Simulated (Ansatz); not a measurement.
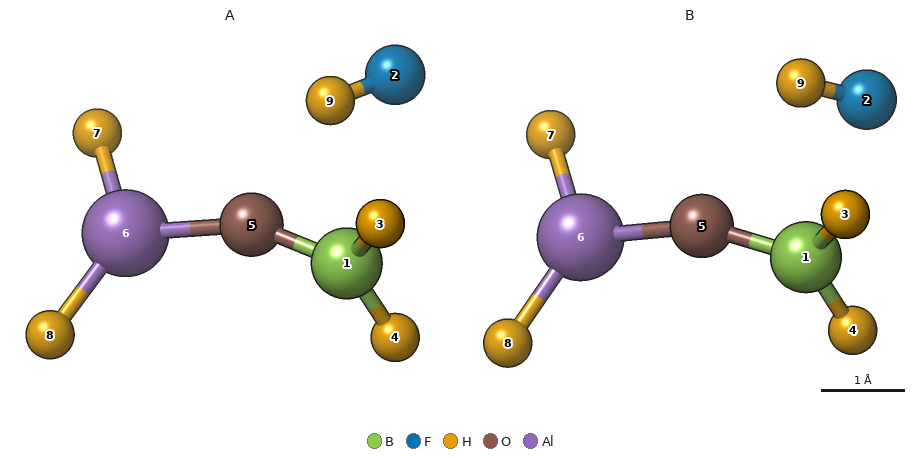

Two geometries of AlBH$_{5}$OF, drawn at one scale. One is the start of a relaxation, the other its converged end. The picture is a ball-and-stick view, seen at a tilt.

Level of theory: RKS B3LYP-D4/def2-SVP (Ansatz). Settings: no spin polarisation; force threshold 0.03 eV/Å; at most 50 steps.

Q: Which one is relaxed?

A: Structure A is the relaxed one. The run prepares an end point of a later path (reaction) calculation, from a guessed geometry. After 6 accepted moves (9 points after the start) the energy has fallen by 1.17 kcal/mol. The largest force component goes from 1 to 0.016 eV/Å. The line search rejected the trial steps at points 1, 4, 8 of the run. The largest move after the best rigid fit is that of F2, 0.33 Å. By element the largest moves are F 0.33 Å, H 0.26 Å, O 0.16 Å, B 0.08 Å, Al 0.08 Å. Near-neighbour distances that change, for instance: B1–O5 1.381 → 1.356 Å, Al6–H7 1.579 → 1.572 Å, O5–Al6 1.719 → 1.725 Å, F2–H9 0.927 → 0.933 Å. Groups turn about B1–O5 by about 25°, O5–Al6 by about 20°. Cost: 18 s on 2 threads of AMD EPYC 7R43 64-Core Processor (Zen 3), with other jobs on the host, peak memory 0.17 GiB.

Limits of the set-up: the start holds two separate molecules, 2.2 Å apart at their closest, whose relative position is a soft coordinate.
